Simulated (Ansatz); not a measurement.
The starting structures come from a database of crystals and need not be the phases stable at ambient conditions.

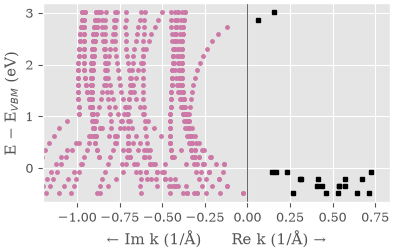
Fig. 1. Complex bands at the centre of the two-dimensional zone; r2SCAN (Ansatz, a quantum-chemistry and plane-wave program)

No gap correction and no spin-orbit coupling; mid-gap is the computed energy nearest the middle.

This is Tl2SnCl6 (Fm-3m, 9 atoms a cell, 28.9 Å³ an atom) along the normal of (110). Read off the slowest decay at the centre of the two-dimensional zone at 1.47 eV, the computed energy nearest the middle of the gap.

κ ≈ 0.33 1/Å, a decay length 1/(2κ) of the density of 1.5 Å.
